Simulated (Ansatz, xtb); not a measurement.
Stretching the Si2–H4 bond in Cl2H2Si (SMILES Cl[SiH2]Cl) (multiplicity 1 held, fragments rigid). Energies count from the point at 1.470 Å.
Geometry at that point (charge 0, multiplicity 1):
| atom | x (Å) | y (Å) | z (Å) |
|---|---|---|---|
| Cl | -1.6761 | 0.4337 | -0.0037 |
| Si | -0.0115 | -0.7660 | 0.0237 |
| Cl | 1.6883 | 0.3828 | -0.0216 |
| H | -0.0165 | -1.5412 | 1.2727 |
| H | -0.0307 | -1.6168 | -1.1749 |

R- and RO- levels are restricted; in cc, def2 and unpolarised 6-31G sets they are followed outwards from rest. Unrestricted levels (U-) break spin symmetry where that is lower. Active spaces are followed from a long bond inwards. Curves can end on different states.

Cores are frozen in the correlated methods.

The values were computed with Ansatz (a quantum-chemistry and plane-wave program); xtb for the GFN methods. Each number belongs to the level named beside it. The GFN methods have no spin term and hold the electronic entropy of 300 K.

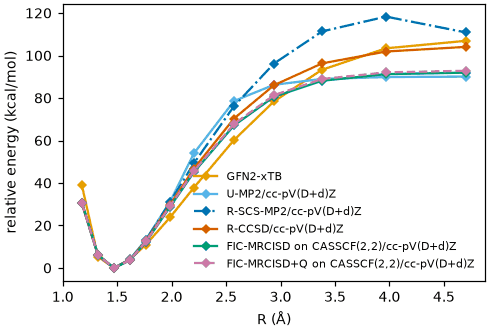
Fig. 1. Relative energy along the coordinate

Read off the GFN2-xTB curve at R = 2.205.

about 38 kcal/mol

Doubts at one or more of the structures used: a spin-contaminated determinant (U-MP2/cc-pV(D+d)Z); a restricted determinant that unrestricted orbitals would lower (R-SCS-MP2/cc-pV(D+d)Z, R-CCSD/cc-pV(D+d)Z); other coupled-cluster roots lie near (R-CCSD/cc-pV(D+d)Z).
